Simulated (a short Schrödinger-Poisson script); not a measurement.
System: symmetric double-gate stack, Si3N4 on p-type Si(111), at 300 K.

```
layer  material  thickness (nm)  Na (cm⁻³)
-----  --------  --------------  ---------
1         Si3N4             1.4          -
2            Si               3       3e18
3         Si3N4             1.4          -
```

Constants are typed, rounded textbook-type inputs, not results; the design itself was drawn at random and stands for no fabricated device. Si3N4: permittivity 7.5, conduction-band edge (eV) 1.95, gap (eV) 5.1, electron mass (mₑ) 0.5. Si: permittivity 11.7, conduction-band edge (eV) 0, gap (eV) 1.124, Nv at 300 K (cm⁻³) 3.1e19.

Channel valleys (confinement mass, in-plane density-of-states mass, number): Δ6 0.258, 0.358, 6. At the gates, both at one voltage, the conduction-band edge of layer 1 lies 2.27 eV − eVg above the Fermi level of the channel. Gaps are held at their typed values at every temperature. Mesh 0.03 nm at interfaces.

Solved with a short Schrödinger-Poisson script written for these runs: 1D Poisson equation in equilibrium, electrons quantum, Hartree (BenDaniel-Duke, 12 states a valley, the channel's in-plane mass for all, wave functions free to enter the dielectric), parabolic valleys, classical holes, full ionisation, no traps, pinning or gate leakage.

Only gate voltages with over 1e8 electrons/cm² are shown.

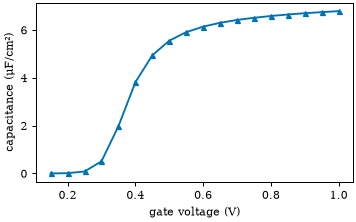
Figure. Quasi-static capacitance against gate voltage

```tsv
Vg (V)	electrons (cm⁻²)	C (μF/cm²)	Δ6 E0 (meV)	Δ6 E1 (meV)
0.15	2.83e8	< 0.003	292.5	603.5
0.2	1.95e9	0.0123	242.6	553.5
0.25	1.34e10	0.0835	192.8	503.7
0.3	8.66e10	0.507	144.5	455.3
0.35	4.38e11	1.97	102.4	412.5
0.4	1.35e12	3.81	72.8	381.3
0.45	2.73e12	4.94	53.8	359.8
0.5	4.37e12	5.55	40.7	343.7
0.55	6.17e12	5.91	30.7	330.6
0.6	8.05e12	6.14	22.8	319.3
0.65	9.99e12	6.30	16.0	309.2
0.7	1.20e13	6.42	10.1	299.9
0.75	1.40e13	6.51	4.9	291.2
0.8	1.60e13	6.59	0.1	282.9
0.85	1.81e13	6.65	-4.3	275.1
0.9	2.02e13	6.70	-8.5	267.5
0.95	2.23e13	6.75	-12.4	260.2
1	2.44e13	6.79	-16.1	253.0
```

Subbands count from the Fermi level. The capacitance is that of both gates.
